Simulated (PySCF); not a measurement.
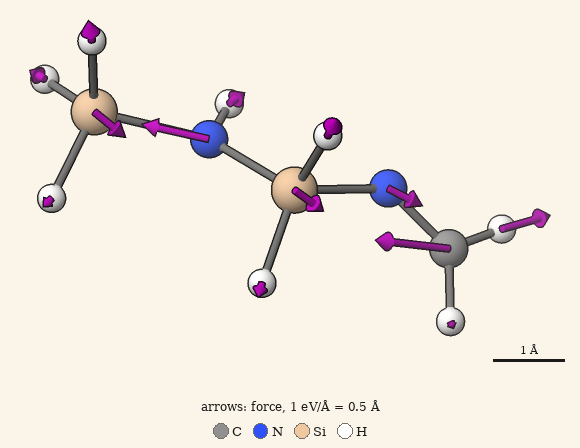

Starting geometry of CH8N2Si2 with the computed forces as purple arrows. A ball-and-stick model, seen from a free direction.

The start comes from GFN2-xTB. Its atoms were then displaced at random by about 0.01 Å.

All numbers below come from PBE0-D3(BJ)/def2-SVP geometry optimisation, gas phase (PySCF). 

**What follows when this structure is relaxed?**

It isn't relaxed: the largest force vector, on the C atom, is 2.78 eV/Å. The final displacements have little in common with the starting forces (cosine between the two patterns −0.02). After 17 geometry steps the energy has fallen by 28.9 kJ/mol. An H atom moves most after the best rigid fit: 1.88 Å. Largest moves by element: H 1.88 Å, N 0.99 Å, C 0.65 Å, Si 0.55 Å. Some distances before and after: C–H 1.053 → 1.107 Å, H–Si 1.443 → 1.490 Å, N–Si 1.687 → 1.732 Å, H–Si 1.474 → 1.500 Å. Bond angles that change, for instance: C–N–Si 134.5° → 124.0°, N–Si–N 101.2° → 111.6°, N–Si–H 115.7° → 108.9°. The run took 100 s on 1 thread of Arm Neoverse V1, with other jobs on the host.
